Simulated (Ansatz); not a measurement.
## Errors in the atomisation enthalpy at 298 K

10 molecules without hydrogen; the atomisation enthalpy at 298 K in kJ/mol, computed less measured. Shapes, held fixed at every level: PBE0-D4/def2-TZVP. Thermal terms are harmonic and unscaled (PBE0-D4/def2-TZVP); the spin-orbit lowering of the free atoms is taken from their spectra. Programs: Ansatz 0.2.0. Measured values: Active Thermochemical Tables, CRC Handbook of Chemistry and Physics, NIST-JANAF tables.

Levels: A = PBE0-D4/def2-TZVPP; B = MP2/def2-TZVPP; C = CCSD(T)/def2-SVP.

| molecule | from tabulated heats | A | B | C |
| --- | --- | --- | --- | --- |
| BBr3 (boron tribromide) | 1110 | +33 | +51 | -63 |
| BCl2F (dichlorofluoroborane) | 1537 | +17 | +44 | -70 |
| BiCl3 (SMILES [Cl][Bi]([Cl])[Cl]) | 837 | +93 | +63 | -116 |
| PF3 (phosphorus trifluoride) | 1513 | -40 | +8 | -237 |
| CBr2Cl2 (dibromodichloromethane) | 1180 | +21 | +31 | -156 |
| CBr2ClF (dibromochlorofluoromethane) | 1329 | +18 | +32 | -148 |
| CBrCl2F (SMILES FC(Cl)(Cl)Br) | 1391 | +21 | +30 | -146 |
| CBrCl3 (SMILES ClC(Cl)(Cl)Br) | 1236 | +29 | +31 | -153 |
| PF5 (pentafluorophosphorane) | 2308 | -61 | +45 | -354 |
| Si(SiF3)F3 (hexafluorodisilane) | 3760 | -128 | +52 | -441 |

Question: Which level does best on this set, which worst, and which err to one side?

Answer: 
| level | kind | mean error | mean absolute error | worst case |
| --- | --- | --- | --- | --- |
| PBE0-D4/def2-TZVPP | global hybrid | +0.3 | 46.1 | Si(SiF3)F3 |
| MP2/def2-TZVPP | perturbation theory | +38.7 | 38.7 | BiCl3 |
| CCSD(T)/def2-SVP | coupled cluster or CI | -188.4 | 188.4 | Si(SiF3)F3 |

On this set MP2/def2-TZVPP has the smallest mean absolute error and CCSD(T)/def2-SVP the largest. PBE0-D4/def2-TZVPP is too high in 7 of 10; MP2/def2-TZVPP is too high in 10 of 10; CCSD(T)/def2-SVP is too low in 10 of 10. The heats of BiCl3, PF5, Si(SiF3)F3 come from older tables and can be uncertain by 10 kJ/mol or more. The molecules' own spin-orbit binding is left out, so errors for heavy halides read too negative. Heats of the atoms come from ATcT where it has them, that of boron, 570 kJ/mol, from recent work. The levels differ in basis as well as in method. With so many references in doubt the order of the levels isn't settled. The tabulated values of BBr3, BCl2F are in doubt (older tables, estimates, or at odds with other calculations) and kept here. Over the 8 molecules whose values aren't doubted the mean absolute errors are A 51.4; B 36.5; C 218.9. Correlated wave functions converge slowly with the basis. For atoms past krypton def2 sets carry core potentials with scalar relativity. Relativity is left out for Br. Outer-core shells of Bi, Br are correlated, in sets that cover them unevenly. The set is small.

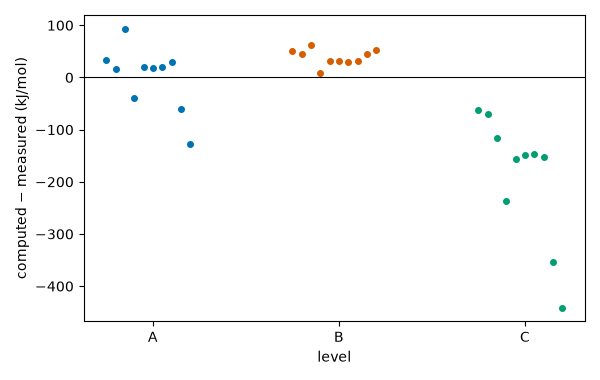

Errors of each level, one point a molecule.
